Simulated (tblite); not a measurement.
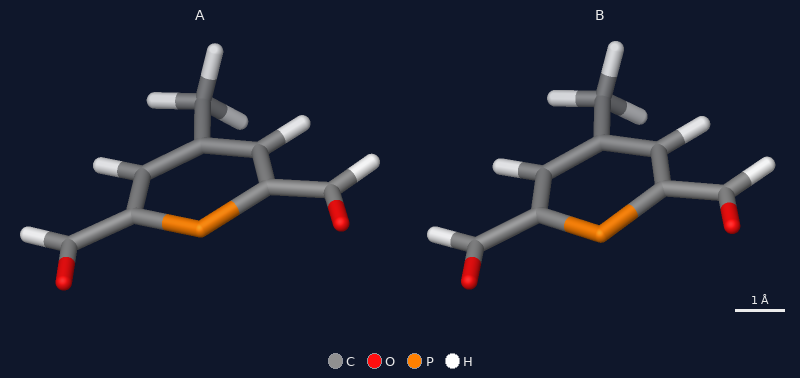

Two geometries of C$_{8}$H$_{7}$O$_{2}$P, drawn at one scale. One is the start of a relaxation, the other its converged end. Style: stick. Shown from a free direction.

These are results of GFN2-xTB geometry optimisation, gas phase in tblite 0.8.0, not measurements. 

**Which one is relaxed?**

Structure B is the relaxed one. The largest move after the best rigid fit is that of an O atom, 0.19 Å. Largest moves by element: O 0.19 Å, P 0.19 Å, C 0.16 Å, H 0.15 Å. Some distances before and after: C–O 1.273 → 1.206 Å, C–C 1.355 → 1.391 Å, C–P 1.733 → 1.759 Å, C–H 1.109 → 1.089 Å. Bond angles that change, for instance: C–P–C 110.8° → 97.3°, P–C–C 115.9° → 126.6°, P–C–C 121.8° → 112.7°. Over 28 geometry steps the energy falls by 83.2 kJ/mol.
